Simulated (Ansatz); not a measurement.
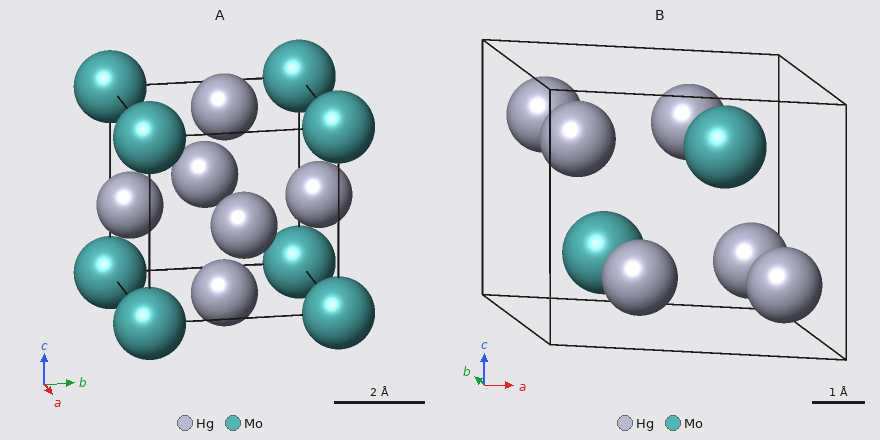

Two structures of Hg$_{3}$Mo, each relaxed to rest (conventional cells in solid outline, small ones repeated, not to one scale). Method: Ansatz 0.2.0, DFT PBE, scalar-relativistic, plane waves, PAW, without spin polarisation.

### Which structures are these?

A: Cu₃Au (L1₂) type, Pm-3m. B: 8 atoms a cell on a primitive hexagonal lattice, P6_3/mmc.

### Compare their energies: which is lower?

A is lower, by 115 meV/atom at this level of theory (energies at zero smearing). Volumes: A 19.8, B 20.1 Å³/atom.

One or both may be structure types tried for this composition rather than known phases.
